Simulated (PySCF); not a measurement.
**SeSi (SiSe): levels of theory compared**

Aim: a comparison of 4 runs (B3LYP/STO-6G, PBE/STO-6G, SVWN5/STO-6G, RPA@PBE/STO-6G) of SeSi (SiSe). The job is set up through a Python script.

The results are computed with PySCF 2.14.0.

## (1) The structure to begin with

The species is SeSi (2 atoms), typed as a singlet with charge 0. As SMILES, `[Si][Se]`. The start is not the relaxed shape.

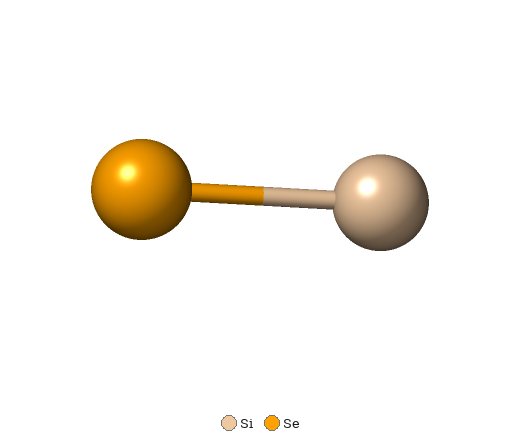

The structure, seen from a chosen angle (silicon light orange, selenium orange).

## (2) A single-point energy at B3LYP/STO-6G (run 1)

File mol.xyz:

```xyz
2
SeSi
Si     0.000000     0.000000    -0.424870
Se     0.000000     0.000000     2.124530
```

File run.py:

```python
from pyscf import gto, dft

system = gto.M(
    atom='mol.xyz',
    spin=0,
    max_memory=1860,
    verbose=3,
    basis='sto-6g',
    charge=0,
)

mf = dft.RKS(system)
mf.xc = 'b3lyp'
mf.conv_tol = 1e-10
mf.grids.level = 5
mf.kernel()
if not mf.converged:
    mf = mf.newton().run(mf.mo_coeff, mf.mo_occ)

e_tot = mf.e_tot
print(f'total energy: {e_tot:.8f} hartree')
```

Started as:

```sh
OMP_NUM_THREADS=1 python run.py
```

Standard output:

```text
converged SCF energy = -2677.38964812193
total energy: -2677.38964812 hartree
```

Run time: 3.6 s. Hardware: 1 thread of Arm Neoverse V2, shared host; peak memory 0.21 GiB.

## (3) The energy at PBE/STO-6G (run 2)

File job.py:

```python
from pyscf import gto, dft

mol = gto.M(
    atom='Si 0.000000 0.000000 -0.424870; Se 0.000000 0.000000 2.124530',
    basis='sto-6g',
    charge=0,
    spin=0,
    verbose=3,
    max_memory=1860,
)

calc0 = dft.RKS(mol)
calc0.xc = 'pbe'
calc0.grids.level = 5
calc0.conv_tol = 1e-10
calc0.kernel()
if not calc0.converged:
    calc0 = calc0.newton().run(calc0.mo_coeff, calc0.mo_occ)

e_tot = calc0.e_tot
print(f'total energy: {e_tot:.8f} hartree')
```

Started as:

```sh
OMP_NUM_THREADS=1 python job.py
```

Standard output:

```text
converged SCF energy = -2676.84546455032
total energy: -2676.84546455 hartree
```

It took 3.6 s on 1 thread of Arm Neoverse V2, shared host; peak memory 0.21 GiB.

Run 3 isn't shown in full; the table further down has it.

## (4) A single-point energy at RPA@PBE/STO-6G (run 4)

File mol.xyz:

```xyz
2

Si     0.000000     0.000000    -0.424870
Se     0.000000     0.000000     2.124530
```

File calc.py:

```python
from pyscf import gto, dft
from pyscf.gw.rpa import RPA

molecule = gto.Mole()
molecule.atom = 'mol.xyz'
molecule.max_memory = 1860
molecule.spin = 0
molecule.basis = 'sto-6g'
molecule.verbose = 4
molecule.build()

mf = dft.RKS(molecule)
mf.xc = 'pbe'
mf.conv_tol = 1e-10
mf.grids.level = 5
mf.kernel()
if not mf.converged:
    mf = mf.newton().run(mf.mo_coeff, mf.mo_occ)

rpa = RPA(mf, frozen=14)
rpa.kernel()
e_exx = mf.to_hf().energy_tot(mf.make_rdm1())
energy = e_exx + rpa.e_corr
print(f'total energy: {energy:.8f} hartree')
```

Started as:

```sh
OMP_NUM_THREADS=1 python calc.py
```

Standard output:

```text
PySCF version 2.14.0

[INPUT] num. atoms = 2
[INPUT] num. electrons = 48
[INPUT] charge = 0
[INPUT] spin (= nelec alpha-beta = 2S) = 0
[INPUT] symmetry False subgroup None
[INPUT] Mole.unit = angstrom
[INPUT] Symbol           X                Y                Z      unit          X                Y                Z       unit  Magmom
[INPUT]  1 Si     0.000000000000   0.000000000000  -0.424870000000 AA    0.000000000000   0.000000000000  -0.802887938544 Bohr   0.0
[INPUT]  2 Se     0.000000000000   0.000000000000   2.124530000000 AA    0.000000000000   0.000000000000   4.014779843422 Bohr   0.0

nuclear repulsion = 98.8029938016474
number of shells = 13
number of NR pGTOs = 162
number of NR cGTOs = 27
basis = sto-6g
ecp = {}

[... 68 lines left out ...]
converged SCF energy = -2676.84546455032
[... 9 lines left out ...]
WARN: Even tempered Gaussians are generated as DF auxbasis for  Se Si
[... 11 lines left out ...]
total energy: -2675.61500290 hartree
```

It took 3.9 s on 1 thread of Arm Neoverse V2, shared host; peak memory 0.21 GiB.

## (5) The series

| run | level | frozen core orbitals | energy (Eh) | dipole moment (D) of the reference | HOMO energy (eV) | LUMO energy (eV) | wall time |
| --- | --- | --- | --- | --- | --- | --- | --- |
| 1 | B3LYP/STO-6G | – | -2677.389648 | 4.02 | -2.69 | 0.51 | 3.6 s |
| 2 | PBE/STO-6G | – | -2676.845465 | 3.58 | -2.07 | -0.04 | 3.6 s |
| 3 | SVWN5/STO-6G | – | -2672.527517 | 3.56 | -2.16 | -0.14 | 2.3 s |
| 4 | RPA@PBE/STO-6G | 14 | -2675.615003 | 3.58 | -2.07 | -0.04 | 3.9 s |

## (6) Outcome

```
                                     quantity           value
                          run 4: total energy  -2675.61500 Eh
 run 4: dipole moment (PBE Kohn–Sham density)          3.58 D
  run 4: HOMO energy (PBE Kohn–Sham orbitals)        -2.07 eV
  run 4: LUMO energy (PBE Kohn–Sham orbitals)        -0.04 eV
run 4: HOMO–LUMO gap (PBE Kohn–Sham orbitals)         2.02 eV
      run 4: RPA correlation energy (valence)      -199.2 mEh
```

**Reading.** Among the runs that give it from their own density at one geometry, the dipole moment runs from 3.56 D (SVWN5/STO-6G) to 4.02 D (B3LYP/STO-6G). Among the runs that give it from their own density at one geometry, the HOMO–LUMO gap runs from 2.02 eV (SVWN5/STO-6G) to 3.20 eV (B3LYP/STO-6G). Totals of different functionals can't be ranked against each other. All runs together took 13 s, the longest 3.9 s.
